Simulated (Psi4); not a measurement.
# BBr2F (dibromofluoroborane) at wB97X-V/cc-pVDZ

Aim: the vertical ionisation energy of BBr2F (dibromofluoroborane) at wB97X-V/cc-pVDZ, from 2 runs. 

Program for the calculation: Psi4 1.11.

5 further runs of the same task are left out: 5 that didn't finish.

**1. The molecule**

The species is BBr2F (4 atoms), meant as a singlet with charge 0. SMILES: `FB(Br)Br`. The coordinates come from a PBE0-D4/def2-TZVP relaxation.

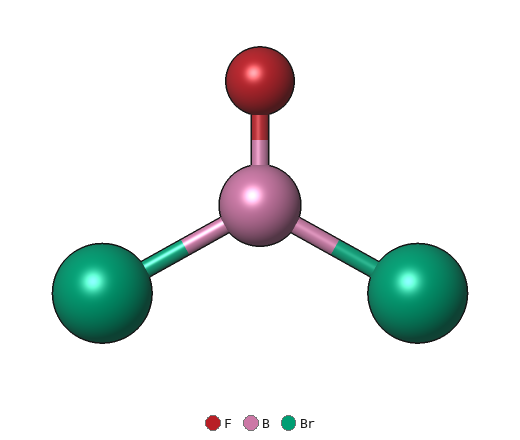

Viewed from a chosen angle; fluorine red, boron pink, bromine teal.

**2. A single-point energy at wB97X-V/cc-pVDZ**

Input file bbr2f.xyz:

```xyz
4
BBr2F
F      1.316550     0.465960     0.364370
B      0.123960     0.043770     0.034160
Br    -0.483040    -1.629420     0.701450
Br    -0.957470     1.119690    -1.099980
```

Input file run.py:

```python
import psi4

psi4.set_memory(2200000000)
psi4.set_num_threads(1)
psi4.set_output_file('bbr2f.out', False)

with open('bbr2f.xyz') as f:
    atoms = ''.join(f.readlines()[2:])
mol = psi4.geometry('0 1\n' + atoms + 'symmetry c1\nno_reorient\nno_com')

options = {'basis': 'cc-pVDZ', 'puream': True, 'e_convergence': 1e-09, 'd_convergence': 1e-08, 'scf_type': 'pk', 'dft_radial_points': 99, 'dft_spherical_points': 590}
psi4.set_options(options)

e, wfn = psi4.energy('WB97X-V', molecule=mol, return_wfn=True)
print(f'total energy {e:.8f} hartree = {e * 27.211386:.5f} eV')
```

The run is started by

```bash
$ python run.py
```

bbr2f.out:

```text
[...]
  Running in c1 symmetry.
[...]
  Nuclear repulsion =  430.663016420337158
[...]
  Multiplicity = 1
[...]
  Nalpha       = 42
  Nbeta        = 42
[...]
    Number of basis functions: 82
[...]
   @RKS iter   1: -5272.33356915130025   -2.80901e+00   1.00887e-02 DIIS/ADIIS
[...]
   @RKS iter  11: -5272.57166554207470   -1.54614e-11   7.85595e-09 DIIS
[...]
    Orbital Energies [Eh]
    ---------------------
    Doubly Occupied:
       1A   -482.698081     2A   -482.698079     3A    -62.577210
       4A    -62.577208     5A    -56.383102     6A    -56.383099
       7A    -56.381191     8A    -56.381189     9A    -56.380556
      10A    -56.380554    11A    -24.824106    12A     -8.832537
      13A     -8.832505    14A     -7.019625    15A     -6.660628
      16A     -6.660625    17A     -6.652773    18A     -6.652771
      19A     -6.650602    20A     -6.650598    21A     -2.779095
      22A     -2.779075    23A     -2.777039    24A     -2.777023
      25A     -2.775382    26A     -2.775375    27A     -2.769186
      28A     -2.769176    29A     -2.769092    30A     -2.769082
      31A     -1.390048    32A     -0.952259    33A     -0.922350
      34A     -0.704316    35A     -0.620957    36A     -0.612329
[...]
  @RKS Final Energy: -5272.57166554207470
   => Energetics <=
    Nuclear Repulsion Energy =            430.6630164203371578
    One-Electron Energy =               -8194.2545933466444694
    Two-Electron Energy =                2644.0289887813178211
    DFT Exchange-Correlation Energy =    -153.3581344181899908
    Empirical Dispersion Energy =           0.0000000000000000
    VV10 Nonlocal Energy =                  0.3490570211053970
    Total Energy =                      -5272.5716655420746974
[...]
 Multipole Moments:
 ------------------------------------------------------------------------------------
     Multipole            Electronic (a.u.)      Nuclear  (a.u.)        Total (a.u.)
 ------------------------------------------------------------------------------------
 L = 1.  Multiply by 2.5417464519 to convert [e a0] to [Debye]
 Dipole X            :         71.6685565          -71.7134057           -0.0448492
 Dipole Y            :         25.3593631          -25.3753558           -0.0159927
 Dipole Z            :         19.8266133          -19.8391386           -0.0125252
 Magnitude           :                                                    0.0492351
[...]
```

On the terminal:

```text
total energy -5272.57166554 hartree = -143473.98280 eV
```

It took 2.8 min on 1 thread of AMD EPYC 7R43 (Zen 3), shared host; peak memory 0.98 GiB.

**3. The doublet cation at the same level**

Input file bbr2f.py:

```python
import psi4

psi4.set_memory('2200 MB')
psi4.set_num_threads(1)
psi4.core.set_output_file('psi4.out', False)

mol = psi4.geometry("""
1 2
F      2.48791893     0.88053679     0.68855951
B      0.23425045     0.08271331     0.06455304
Br    -0.91281331    -3.07915754     1.32554839
Br    -1.80935607     2.11590744    -2.07866094
units au
symmetry c1
no_reorient
no_com
""")

psi4.set_options({
    'basis': 'cc-pVDZ',
    'reference': 'uks',
    'puream': True,
    'e_convergence': 1e-09,
    'd_convergence': 1e-08,
    'scf_type': 'pk',
    'dft_radial_points': 99,
    'dft_spherical_points': 590,
    'maxiter': 100,
})

E = psi4.energy("WB97X-V")
print(f'WB97X-V energy: {E:.10f} Eh')
for k, v in sorted(psi4.core.scalar_variables().items()):
    print(f'{k:45s} {v:18.10f}')
```

The run is started by

```bash
$ python bbr2f.py
```

psi4.out:

```text
[...]
  Running in c1 symmetry.
[...]
  Nuclear repulsion =  430.663016925350576
[...]
  Multiplicity = 2
[...]
  Nalpha       = 42
  Nbeta        = 41
[...]
    Number of basis functions: 82
[...]
   @UKS iter   1: -5271.99089168845057   -2.46634e+00   9.00817e-03 ADIIS/DIIS
[...]
   @UKS iter  14: -5272.16113135525757   -4.54747e-12   4.94353e-09 DIIS
[...]
   @S^2 Observed:                7.579037521E-01
[...]
    Orbital Energies [Eh]
    ---------------------
    Alpha Occupied:
       1A   -482.977862     2A   -482.977854     3A    -62.855461
       4A    -62.855453     5A    -56.662524     6A    -56.662516
       7A    -56.660181     8A    -56.660173     9A    -56.658311
      10A    -56.658303    11A    -25.033792    12A     -9.110678
      13A     -9.110644    14A     -7.251374    15A     -6.939268
      16A     -6.939258    17A     -6.933257    18A     -6.933250
      19A     -6.926171    20A     -6.926164    21A     -3.057646
      22A     -3.057637    23A     -3.057403    24A     -3.057381
      25A     -3.051617    26A     -3.051601    27A     -3.047243
      28A     -3.047230    29A     -3.046410    30A     -3.046401
      31A     -1.596453    32A     -1.218896    33A     -1.190923
      34A     -0.913350    35A     -0.838080    36A     -0.826834
[...]
  @UKS Final Energy: -5272.16113135525757
   => Energetics <=
    Nuclear Repulsion Energy =            430.6630169253505755
    One-Electron Energy =               -8172.1610009596079180
    Two-Electron Energy =                2622.1641486030216583
    DFT Exchange-Correlation Energy =    -153.1740355061751870
    Empirical Dispersion Energy =           0.0000000000000000
    VV10 Nonlocal Energy =                  0.3467395821547504
    Total Energy =                      -5272.1611313552575666
[...]
 Multipole Moments:
 ------------------------------------------------------------------------------------
     Multipole            Electronic (a.u.)      Nuclear  (a.u.)        Total (a.u.)
 ------------------------------------------------------------------------------------
 L = 1.  Multiply by 2.5417464519 to convert [e a0] to [Debye]
 Dipole X            :         70.6201357          -71.7134057           -1.0932700
 Dipole Y            :         24.9884553          -25.3753558           -0.3869005
 Dipole Z            :         19.5364720          -19.8391385           -0.3026664
 Magnitude           :                                                    1.1985567
[...]
```

Standard output:

```text
WB97X-V energy: -5272.1611313553 Eh
CURRENT ENERGY                                  -5272.1611313553
CURRENT REFERENCE ENERGY                        -5272.1611313553
DD SOLVATION ENERGY                                 0.0000000000
DFT FUNCTIONAL TOTAL ENERGY                     -5272.1611313553
DFT TOTAL ENERGY                                -5272.1611313553
DFT VV10 ENERGY                                     0.3467395822
DFT XC ENERGY                                    -153.1740355062
GRID ELECTRONS ALPHA                               42.0000003109
GRID ELECTRONS BETA                                41.0000003250
GRID ELECTRONS TOTAL                               83.0000006359
NUCLEAR REPULSION ENERGY                          430.6630169254
ONE-ELECTRON ENERGY                             -8172.1610009596
PCM POLARIZATION ENERGY                             0.0000000000
PE ENERGY                                           0.0000000000
SCF ITERATION ENERGY                            -5272.1611313553
SCF ITERATIONS                                     14.0000000000
SCF TOTAL ENERGY                                -5272.1611313553
TWO-ELECTRON ENERGY                              2622.1641486030
XC GRID RADIAL POINTS                              99.0000000000
XC GRID SPHERICAL POINTS                          590.0000000000
XC GRID TOTAL POINTS                           216300.0000000000
```

It took 2.7 min on 1 thread of AMD EPYC 7R43 (Zen 3), shared host; peak memory 0.95 GiB.

**4. What came out**

Level: wB97X-V/cc-pVDZ.

| quantity | value |
| --- | --- |
| singlet BBr2F: total energy | -5272.57167 Eh |
| singlet BBr2F: dipole moment | 0.13 D |
| singlet BBr2F: HOMO energy | -10.86 eV |
| singlet BBr2F: LUMO energy | 1.14 eV |
| singlet BBr2F: HOMO–LUMO gap | 12.00 eV |
| doublet cation: total energy | -5272.16113 Eh |
| doublet cation: HOMO energy (highest over α and β) | -17.03 eV |
| doublet cation: LUMO energy (lowest over α and β) | -11.48 eV |
| doublet cation: ⟨S²⟩ | 0.758 |
| vertical ionisation energy (to the doublet cation) | 11.171 eV |

**Reading.** Removing an electron at fixed nuclei costs 11.17 eV (258 kcal/mol). The negative HOMO energy of the first species, 10.86 eV, lies 0.32 eV below that difference.
